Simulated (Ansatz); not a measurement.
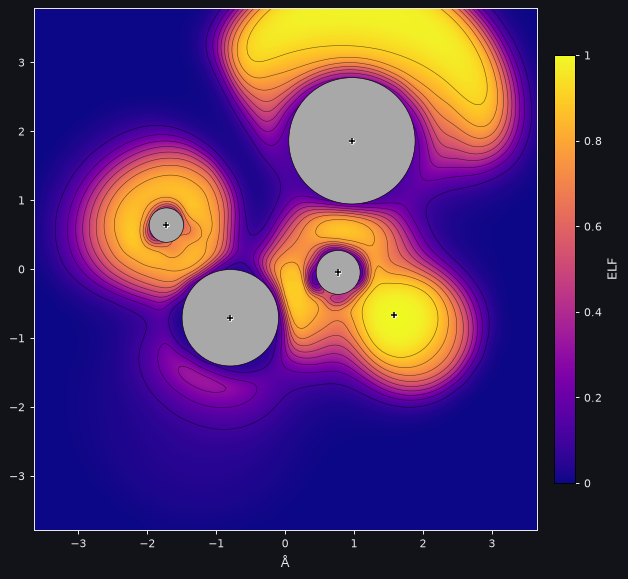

The electron localisation function on a plane through atoms (crosses mark nuclei in the plane; grey discs cover the cores).

Theory: Ansatz 0.2.0, isolated molecule in a Gaussian basis; Kohn-Sham density functional theory, functional PBE0.

Candidates:
A. BClFH2InN (SMILES N[B](F)[In][Cl]) (doublet)
B. ClFGaH2NSi
C. BBrH3Si (SMILES [BH2-]=[SiH]Br) (charge −1)

> Which system is this?

Candidate B: ClFGaH2NSi on the plane of atoms Si5, N4 and H6, which holds F, Ga, N, Si and H. Si–F (1.64 Å): the ELF peaks at about 0.85 in the valence shell of F, 0.6 Å from its nucleus, and is about 0.60 at the midpoint. Si–N (1.70 Å): the ELF peaks at about 0.90 between the atoms; a shared but strongly polarised pair.
